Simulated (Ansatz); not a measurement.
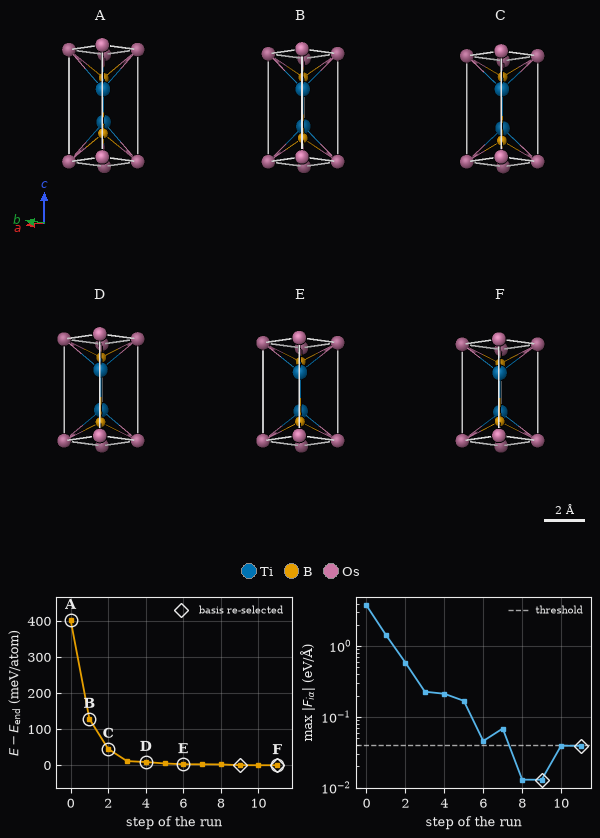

Frames of a relaxation of a crystal of Ti2B2Os (a generated structure, set up in P-3m1) (coarse preliminary run), marked on the history of the run. A ball-and-stick model of the cell of the calculation, seen from a free direction.

These are results of DFT PBE, scalar-relativistic, plane waves, PAW in Ansatz 0.2.0, not measurements. (plane-wave cutoff 420 eV; k-point mesh 6 × 6 × 4; occupations gaussian; smearing width 0.1 eV; no spin polarisation; cell and atoms relaxed; force threshold 0.04 eV/Å; at most 70 steps)

Question: Describe the path.

Answer: The largest moves relative to the cell, 0.27 Å, are those of B atoms. Largest moves by element: B 0.27 Å, Ti 0.26 Å. Os stays in place. The drawn cell changes as follows: a = b 3.465 → 3.797 Å (+9.6 %), c 5.668 → 4.880 Å (−13.9 %); the volume changes by +3.4 %. Some distances before and after: B–Ti 3.430 → 2.423 Å, Ti–Ti 2.506 → 2.847 Å, B–Ti 2.238 → 2.457 Å, Os–Ti 2.886 → 2.675 Å. New bonds form, among them: B–Ti (3.43 → 2.42 Å). The space group stays P-3m1 (No. 164). The energy falls by 403 meV per atom in 9 accepted moves (11 points after the start). Largest force component: 3.8 eV/Å at the start, 0.039 eV/Å at the end. The pressure goes from 9.07 to 0.01 GPa. The SCF was repeated twice at an unchanged geometry on a basis and grid sized afresh for the cell, which shifted the energy by 2.0 meV per atom at most. From step 0 to 1: B atoms move most (0.19 Å), volume −2.1 %, energy −275 meV per atom. From step 1 to 2: B atoms move most (0.11 Å), volume +2.6 %, energy −83.1 meV per atom. From step 2 to 4: B atoms move most (0.10 Å), volume +3.6 %, energy −36.5 meV per atom. From step 4 to 6: B atoms move most (0.06 Å), volume −0.9 %, energy −6.2 meV per atom. From step 6 to 11: B atoms move most (0.03 Å), volume +0.3 %, energy −2.7 meV per atom.

```tsv
step	E − E(0), meV/atom	largest force component, eV/Å	pressure, GPa	volume, Å³/atom	note
0	0.00	3.7580	9.07	11.785	
1	-274.54	1.4386	11.62	11.541	
2	-357.65	0.5854	6.51	11.843	
3	-391.53	0.2275	2.40	12.130	
4	-394.12	0.2127	-0.56	12.264	
5	-398.04	0.1692	0.24	12.179	
6	-400.35	0.0458	0.08	12.154	
7	-400.38	0.0687	0.04	12.147	
8	-400.76	0.0130	0.07	12.159	
9	-402.77	0.0130	0.36	12.159	same geometry, new basis
10	-403.01	0.0393	0.01	12.188	
11	-403.02	0.0391	0.01	12.188	same geometry, new basis
```
